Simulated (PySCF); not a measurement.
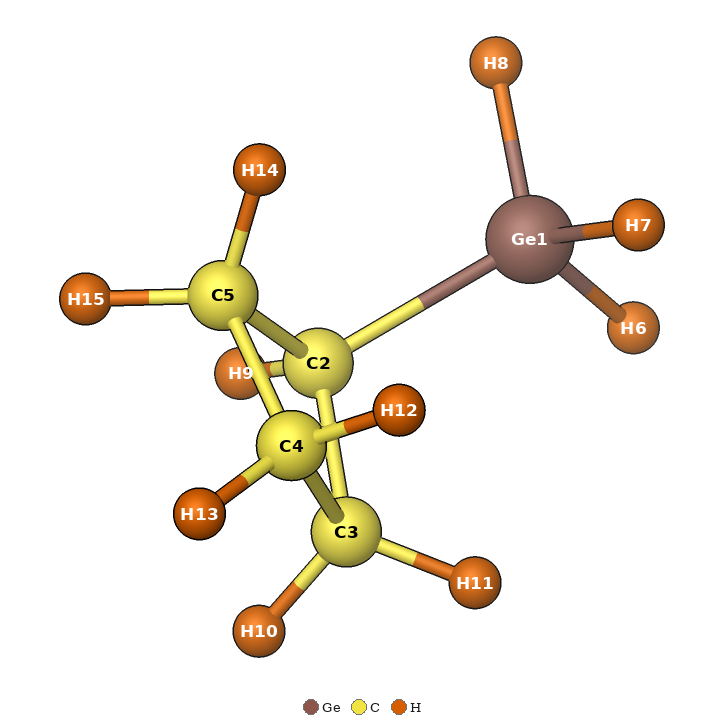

The computed structure is the end point of a GFN2-xTB optimisation. No frequency run is at hand to confirm it as a minimum. Electric field gradients from the ground-state density, B3LYP/pcJ-1 (pcSseg-1 on Ge) (PySCF 2.14.0), non-relativistic apart from any core potentials.

Give the largest field-gradient component, the quadrupole coupling constant and the asymmetry for 73Ge at Ge1 (Q = −196 mb), 2H at H6 (Q = 2.86 mb), 2H at H7 (Q = 2.86 mb).

| atom | V_zz (a.u.) | e²qQ/h (MHz) | η |
| --- | --- | --- | --- |
| Ge1 | 0.095 | −4.38 | 0.33 |
| H6 | 0.162 | 0.109 | 0.00 |
| H7 | 0.163 | 0.109 | 0.01 |

The geometry is semi-empirical. Around Ge such bond lengths and angles can be off by a tenth of an ångström or more and by several degrees, and values that hang on the shape move with them.
